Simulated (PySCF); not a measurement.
C₁₁H₇F₃S, SMILES s1cccc1-c1c(cccc1)C(F)(F)F, singlet at its GFN2-xTB optimised geometry (Å):

```
22

F     -0.2296    -2.9501     2.6262
C     -0.5274    -2.0074     1.7165
F     -0.7838    -0.8943     2.4210
F     -1.7022    -2.3938     1.1746
C      0.5622    -1.8390     0.6940
C      1.4695    -2.8810     0.5421
C      2.5269    -2.7687    -0.3402
C      2.6909    -1.5999    -1.0657
C      1.7856    -0.5681    -0.9274
C      0.6911    -0.6671    -0.0647
C     -0.2460     0.4443     0.0000
C     -1.6124     0.4443     0.0000
C     -2.1659     1.7405     0.0129
C     -1.2208     2.7150     0.0224
S      0.3690     2.0734     0.0000
H      1.3496    -3.7779     1.1301
H      3.2233    -3.5849    -0.4505
H      3.5235    -1.4950    -1.7446
H      1.9069     0.3386    -1.5010
H     -2.2109    -0.4469    -0.0358
H     -3.2233     1.9339     0.0170
H     -1.3574     3.7779     0.0423
```

Calculation: CAM-B3LYP/def2-SVP in PySCF 2.14.0. Cells within 0.4 Å of a nucleus heavier than hydrogen are left out (blank, or x).

Map of the electrostatic potential (hartree/e), clipped to [-0.08, 0.12] on the plane z = 0.0 Å:

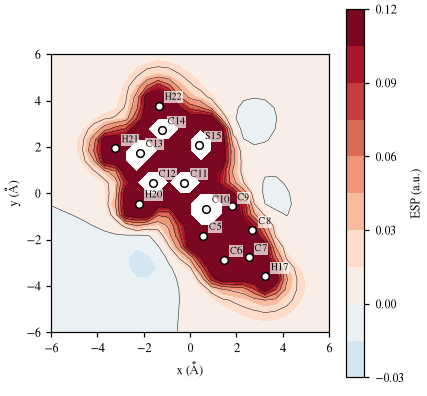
*Electrostatic potential (hartree/e), clipped to [-0.08, 0.12] on the plane z = 0.0 Å.*
